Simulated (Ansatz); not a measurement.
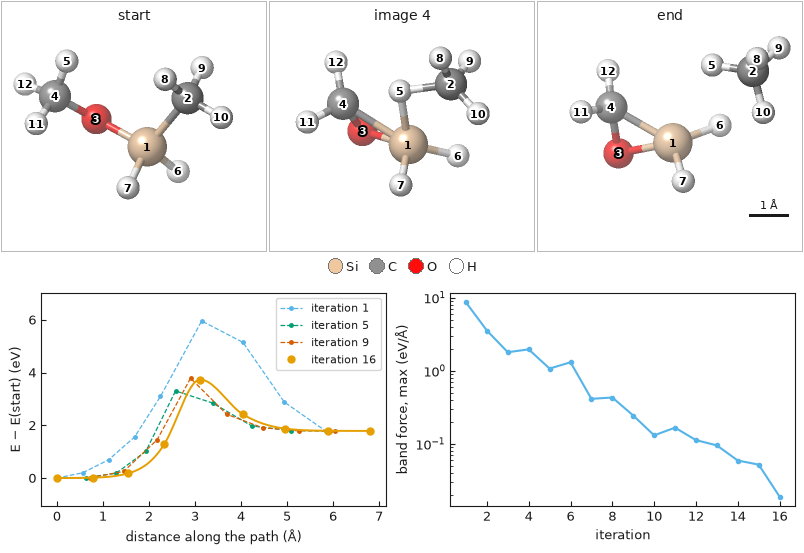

A nudged-elastic-band calculation for C$_{2}$H$_{8}$OSi. Images are numbered from 0 (start) to 8 (end). The plot follows the band through its iterations. Style: ball-and-stick. Shown at a tilt.

Method: RKS PBE-D4/def2-SVP in Ansatz 0.2.0. Run with 7 movable images; climbing image; force threshold 0.05 eV/Å; iteration limit 60; starting path through a guess of the saddle point.

Question: Did the band converge, and can the barrier be trusted?

Answer: The result is final at these settings. The band converged in 16 iterations. The largest component of the band force went from 8.6 to 0.019 eV/Å. The climbing image converged on the top of the path. Its vibrational analysis gives one imaginary mode (1216i cm⁻¹), as a transition state must have. The first iteration put the highest image at 5.95 eV. The energy climbs by 3.73 eV to image 4 and then falls by 1.95 eV, so the end point sits at +1.79 eV.

The run took 2.7 min on 2 threads of Arm Neoverse V2, with other jobs on the host, peak memory 0.13 GiB.
